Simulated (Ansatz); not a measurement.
**C2H8Si2 (SMILES C=C([SiH3])[SiH3]): density, localisation and related maps**

Input

```
crystal:
  periodic: [false, false, false]
  atoms:
    - {symbol: C, position_ang: [-2.002626, 0.694956, 0.073173]}
    - {symbol: C, position_ang: [-0.929263, -0.081555, -0.213362]}
    - {symbol: Si, position_ang: [-0.340450, -1.374529, 1.028218]}
    - {symbol: Si, position_ang: [-0.022098, 0.129179, -1.854291]}
    - {symbol: H, position_ang: [-2.561448, 0.602582, 1.023508]}
    - {symbol: H, position_ang: [-2.379050, 1.463933, -0.627492]}
    - {symbol: H, position_ang: [1.083882, -1.103156, 1.436453]}
    - {symbol: H, position_ang: [-1.224002, -1.345943, 2.246953]}
    - {symbol: H, position_ang: [-0.378272, -2.749866, 0.415003]}
    - {symbol: H, position_ang: [-0.042269, -1.157757, -2.636855]}
    - {symbol: H, position_ang: [1.421322, 0.488267, -1.616357]}
    - {symbol: H, position_ang: [-0.681150, 1.215729, -2.661667]}
basis:
  gaussian: {orbitals: def2-TZVPD}
hamiltonian: {xc: pbe0}
output: {forces: true, orbitals: {seedname: orbitals}}
```

Run with:

```sh
ansatz run input.yaml --threads 2 --pin off --max-ram 4350MiB --events-out events.jsonl --progress --plain --runs-dir runs
```

Geometry: PBE-D3(BJ)/def2-SVP.

The calculation used isolated molecule in a Gaussian basis; Kohn-Sham density functional theory, functional PBE0 (Ansatz 0.2.0).

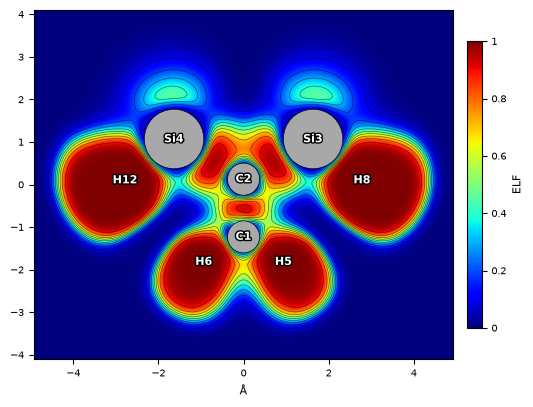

Figure 1. ELF on the plane of atoms Si3, C2 and Si4. Grey discs cover the atomic cores.

Question: Interpret the plot.

Answer: Atoms in the plane: C, Si and H.
C–C (1.36 Å): the ELF peaks at about 0.95 between the atoms (a covalent bond).
C–Si (1.89 Å): the ELF peaks at about 0.95 between the atoms, as expected for localised, covalent bonding.
C–H (1.11 Å): the ELF climbs to about 1 towards the hydrogen, as it does in any bond to H; an ordinary covalent bond to hydrogen.
Si–H (1.51 Å): the ELF climbs to about 1 towards the hydrogen.

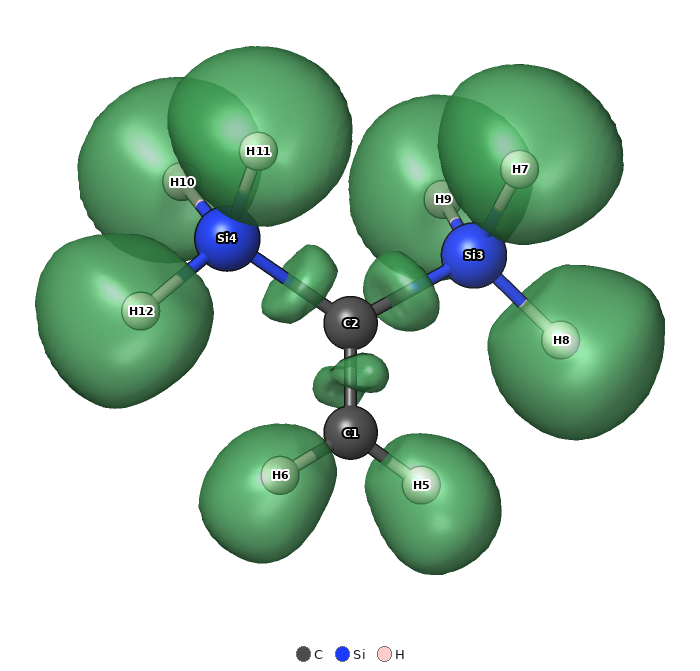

Figure 2. Isosurface of the electron localisation function at 0.85 (green), seen at a tilt. Core shells and regions of very low density are left out.

Question: Identify the bonds, lone pairs and shells in this picture.

Answer: At this value the surface marks out one region between bonded C–C atoms (shared pairs), two regions between bonded C–Si atoms (shared pairs) and eight regions around hydrogen nuclei.

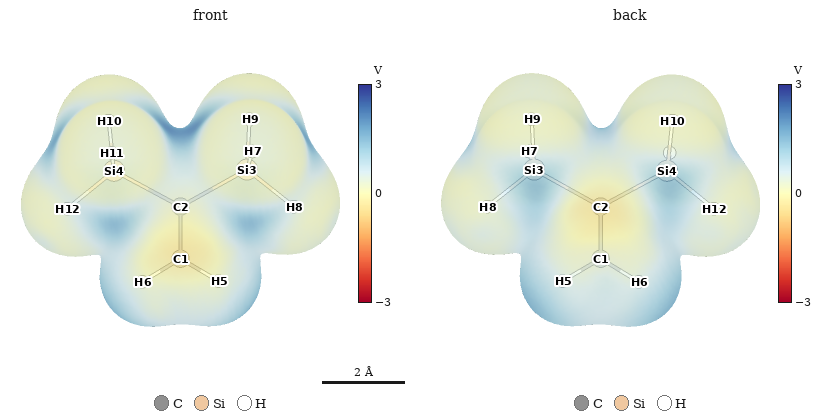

Figure 3. The molecular electrostatic potential painted on the density surface at 0.004 e/bohr³, seen from the front and from behind; red is negative and blue positive.

Question: Where is the surface potential most negative and most positive?

Answer: The most negative region (about −0.4 V, or −9 kcal/mol for a unit charge) lies over the π face of C1 and C2, the most positive (about +2.0 V, or +46 kcal/mol for a unit charge) over Si3 and Si4.

Question: What dipole moment does the calculation give?

Answer: Its dipole moment is 0.86 D.
